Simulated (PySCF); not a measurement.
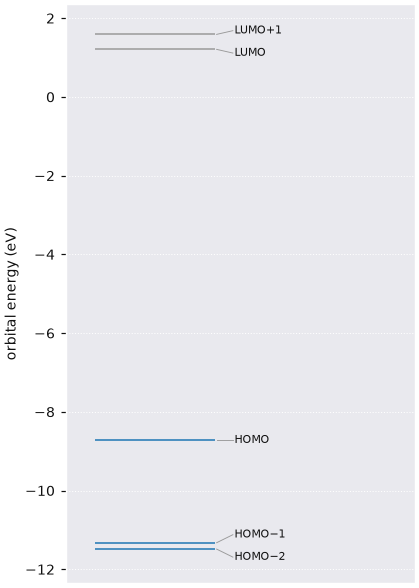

Kohn-Sham orbital energies near the frontier, CAM-B3LYP/def2-SVPD with PySCF, at a PBE0-D3(BJ)/def2-SVP geometry (no frequency check), isolated molecule; empty levels in grey, levels within 0.03 eV side by side.

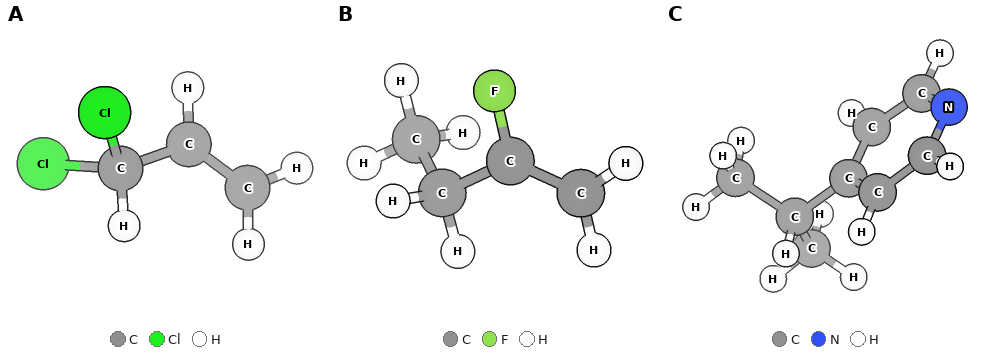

Question: Which molecule has this level scheme? The candidates are drawn in the second picture.

Answer: Structure B, C₄H₇F, SMILES C=C(F)CC. HOMO −8.72 eV, LUMO 1.21 eV, separation 9.93 eV.

Known limits of this run: one conformer of a flexible molecule; empty levels above zero depend strongly on the basis.
